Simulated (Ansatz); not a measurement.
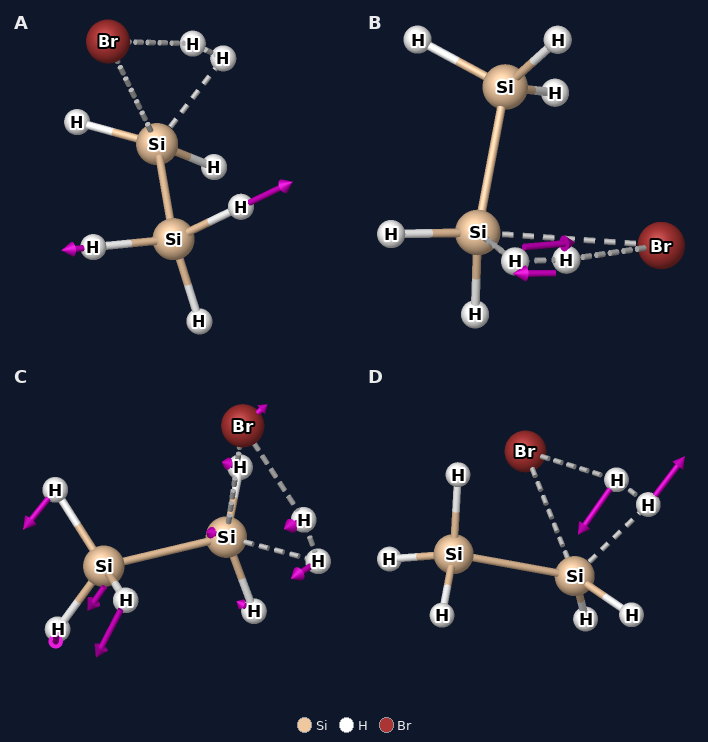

4 normal modes of one molecule or complex, as arrows. Broken sticks mark bonds that form or break. Harmonic vibrations computed with RKS PBE0-D4/def2-TZVP (Ansatz 0.2.0) at a stationary point of the same level. It is a saddle point of order 1.

> Match the panels to the wavenumbers 102 cm⁻¹, 1451 cm⁻¹, 2251 cm⁻¹, 2732 cm⁻¹.

A: 2251 cm⁻¹
B: 2732 cm⁻¹
C: 102 cm⁻¹
D: 1451 cm⁻¹
